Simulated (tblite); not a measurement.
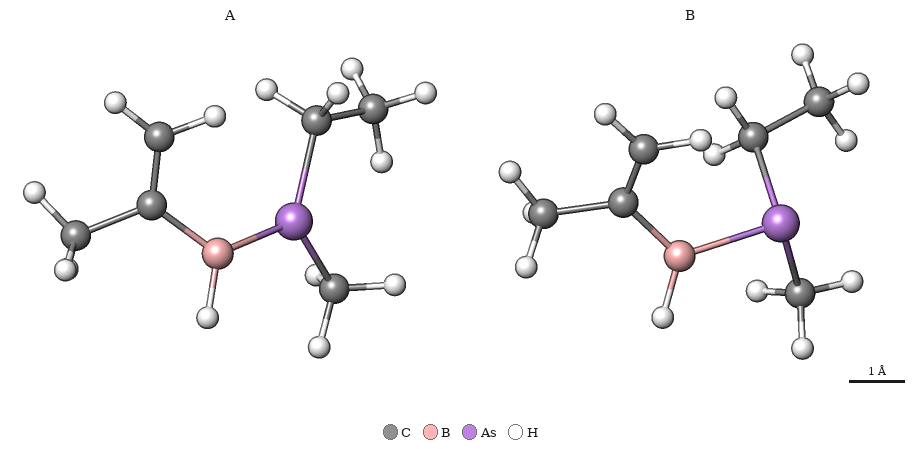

Two geometries of C$_{6}$H$_{14}$AsB, drawn at one scale. One is the start of a relaxation, the other its converged end. A ball-and-stick model, seen at a tilt.

Method: tblite 0.8.0, GFN2-xTB geometry optimisation, gas phase. 

Which geometry has the lower energy?

Answer. Structure B is the relaxed one. After 181 geometry steps the energy has fallen by 42.2 kcal/mol. An H atom moves most after the best rigid fit: 1.47 Å. Largest moves by element: H 1.47 Å, As 0.78 Å, C 0.65 Å, B 0.25 Å. Among the contacts that change: As–C 1.902 → 2.007 Å, As–C 1.886 → 1.988 Å, C–H 1.127 → 1.089 Å, B–H 1.194 → 1.176 Å. Bond angles that change, for instance: C–As–C 120.2° → 97.8°, B–As–C 120.0° → 98.0°, B–As–C 119.3° → 97.5°. Groups turn about C–C by about 50°. Cost: 2.5 s on 1 thread of Arm Neoverse N1, on a shared host.
